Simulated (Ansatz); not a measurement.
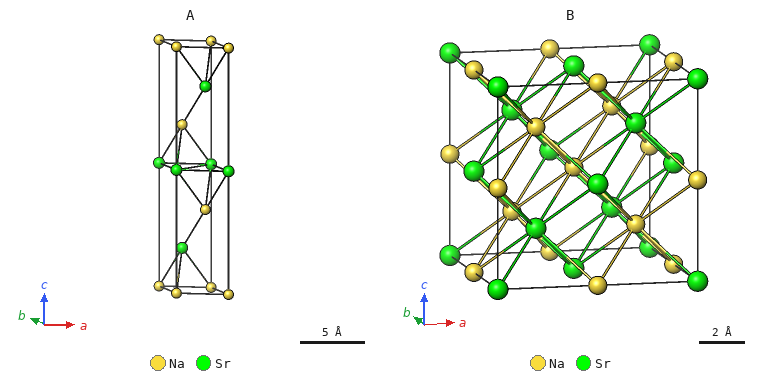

Two structures of NaSr, each relaxed to rest (conventional cells in solid outline, small ones repeated, not to one scale). Method: Ansatz 0.2.0, DFT PBE, scalar-relativistic, plane waves, PAW, without spin polarisation.

Give the type and space group of each.

A: 6 atoms a cell on a rhombohedral (trigonal R) lattice, R-3m. B: 16 atoms a cell on a face-centred cubic lattice, Fd-3m.

What is the energy order of the two?

A is lower, by 36 meV/atom at this level of theory (energies at zero smearing). Volumes: A 48.6, B 48.0 Å³/atom.

One or both may be structure types tried for this composition rather than known phases.
